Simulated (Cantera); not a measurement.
A closed system holds: 1 mol CaCl2, 200 mol H2, held at 1330 Pa.

Equilibrium computed with Cantera from the NASA thermochemical tables; the gas is ideal and each condensed phase is pure. Candidate condensed phases: Ca, CaCl2; 9 gas species. Rates play no part.

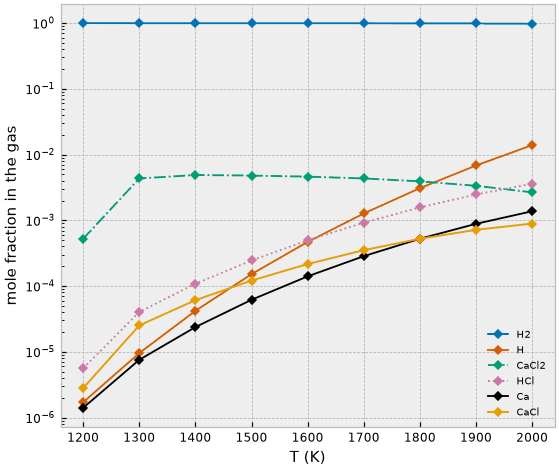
Equilibrium gas composition (values under 1e-9 drawn at 1e-9)

Task: Read off the mole fractions at 1700 K.

Result: H2 about 0.99, CaCl2 about 0.0043, H about 0.0013, HCl about 0.00092, CaCl about 0.00035, Ca about 0.00029.
